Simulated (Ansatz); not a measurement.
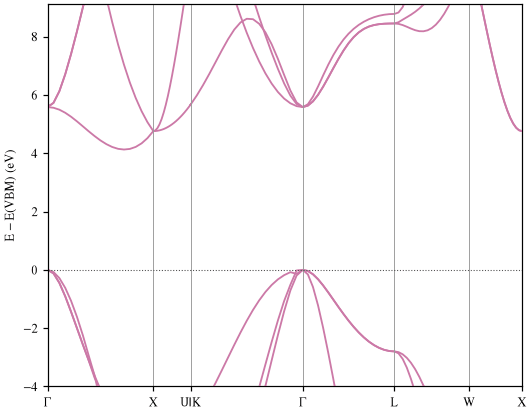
*Band structure from PBE (plane waves, PAW; program Ansatz)*

Q: Read off the gap and where the band edges lie.

A: About 4.1 eV (4.13 eV by a search for the band edges); maximum at Γ, minimum on the Γ–X line, 73 % of the way from Γ.

The material is C (diamond, Fd-3m).

The PBE relaxation kept the symmetry of its start.

Potentials: the later of the program's two PAW sets.
